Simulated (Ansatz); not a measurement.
# Direct or indirect: BP (F-43m)

```cif
data_structure
_symmetry_space_group_name_H-M 'P 1'
_symmetry_Int_Tables_number 1
_cell_length_a 3.2089
_cell_length_b 3.2089
_cell_length_c 3.2089
_cell_angle_alpha 60.000
_cell_angle_beta 60.000
_cell_angle_gamma 60.000
_cell_volume 23.36
loop_
_atom_site_label
_atom_site_type_symbol
_atom_site_fract_x
_atom_site_fract_y
_atom_site_fract_z
_atom_site_occupancy
P1 P 0.75000 0.75000 0.75000 1
B1 B 0.00000 0.00000 0.00000 1
```

Method: Ansatz, PBE, independent particles, without spin-orbit coupling, line width 0.15 eV (Gaussian). The band structure gives a fundamental gap of 1.24 eV. The spectrum of vertical transitions near the edge:

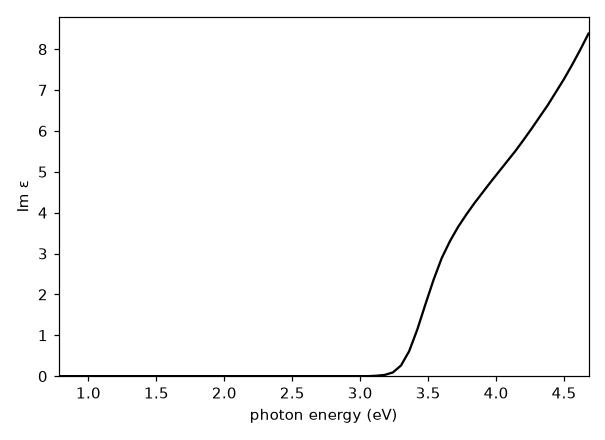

**Question.** Is the gap direct or indirect, and about where do vertical transitions set in?

**Answer.** Indirect, by the band path, whose least direct gap is 3.40 eV. The curves fit this: they stay near zero above 1.24 eV and rise only from about 3.4 eV, though a forbidden direct transition would look alike. Lines are broadened by 0.15 eV, which spreads the edge, and phonons, which would give weak absorption from the fundamental gap up, are left out.

[Logs are printed without paths, hosts, clocks, repeated set-up lines and the standing remarks that a program may print on its own settings, such as how far it seeks lower states.]
